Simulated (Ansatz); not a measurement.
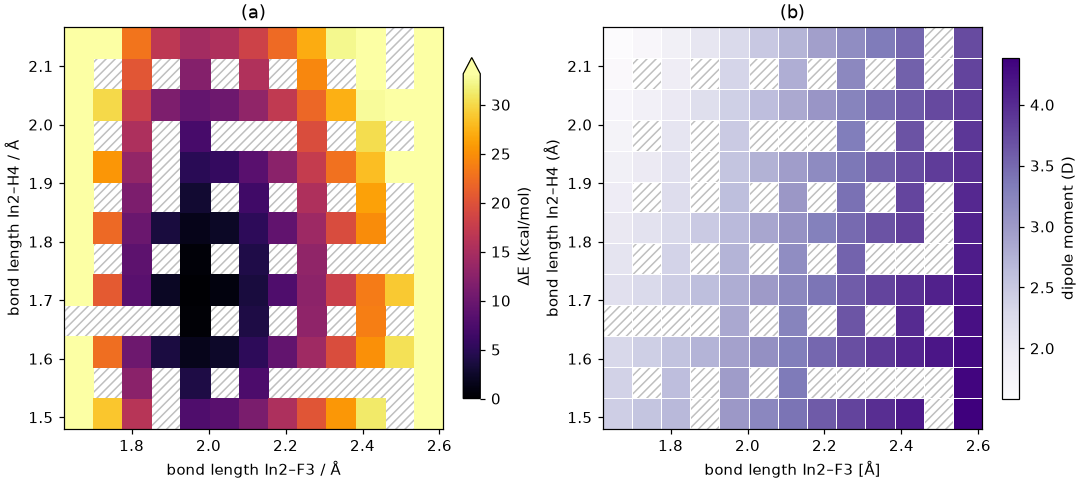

FHInO, SMILES [O][InH][F], spin multiplicity 2. First axis: bond length In2–F3. Second axis: bond length In2–H4. Nothing is relaxed (all other coordinates rigid). Grid: 13 × 13 points. At 47 points there is no value. Points are written as (first, second). Energies: kcal/mol, counted from the lowest grid point. The calculation used UKS PBE-D4/def2-SVP (Ansatz 0.2.0).

Panel (a) is the energy; panel (b) is the computed dipole moment, in D.

In the figure: one coloured cell a grid point, one colour for all values above the top of the scale, hatched blanks where no value was computed.

> How does the dipole moment vary over the map, and what is it at the lowest grid point?

Leaving out the highest fifth of the energies, it runs from 1.71 D at (1.737 Å, 2.140 Å) to 4.24 D at (2.571 Å, 1.665 Å). At the lowest grid point, (1.965 Å, 1.718 Å), it is 2.80 D.

| bond length In2–H4 ↓, bond length In2–F3 → | 1.662 | 1.737 | 1.813 | 1.889 | 1.965 | 2.041 | 2.117 | 2.192 | 2.268 | 2.344 | 2.420 | 2.496 | 2.571 |
| --- | --- | --- | --- | --- | --- | --- | --- | --- | --- | --- | --- | --- | --- |
| 2.140 | 1.59 | 1.71 | 1.88 | 2.07 | 2.28 | 2.50 | 2.72 | 2.94 | 3.15 | 3.34 | 3.50 | – | 3.73 |
| 2.088 | 1.66 | – | 1.94 | – | 2.34 | – | 2.78 | – | 3.20 | – | 3.56 | – | 3.79 |
| 2.035 | 1.73 | 1.85 | 2.01 | 2.20 | 2.41 | 2.62 | 2.84 | 3.05 | 3.26 | 3.45 | 3.61 | 3.74 | 3.84 |
| 1.982 | 1.80 | – | 2.09 | – | 2.47 | – | – | – | 3.32 | – | 3.67 | – | 3.90 |
| 1.929 | 1.88 | 2.00 | 2.16 | – | 2.54 | 2.75 | 2.96 | 3.17 | 3.37 | 3.56 | 3.73 | 3.86 | 3.96 |
| 1.876 | 1.95 | – | 2.23 | – | 2.61 | – | 3.02 | – | 3.43 | – | 3.78 | – | 4.02 |
| 1.824 | 2.03 | 2.14 | 2.30 | 2.48 | 2.67 | 2.87 | 3.08 | 3.29 | 3.49 | 3.68 | 3.84 | – | 4.07 |
| 1.771 | 2.10 | – | 2.37 | – | 2.73 | – | 3.14 | – | 3.54 | – | – | – | 4.13 |
| 1.718 | 2.17 | 2.29 | 2.44 | 2.61 | 2.80 | 2.99 | 3.20 | 3.40 | 3.60 | 3.79 | 3.95 | 4.08 | 4.19 |
| 1.665 | – | – | – | – | 2.86 | – | 3.25 | – | 3.65 | – | 4.00 | – | 4.24 |
| 1.612 | 2.31 | 2.42 | 2.56 | 2.73 | 2.91 | 3.11 | 3.31 | 3.51 | 3.70 | 3.89 | 4.05 | 4.19 | 4.29 |
| 1.560 | 2.38 | – | 2.62 | – | 2.97 | – | 3.36 | – | – | – | – | – | 4.34 |
| 1.507 | 2.44 | 2.54 | 2.68 | – | 3.02 | 3.21 | 3.40 | 3.60 | 3.80 | 3.98 | 4.15 | – | 4.39 |
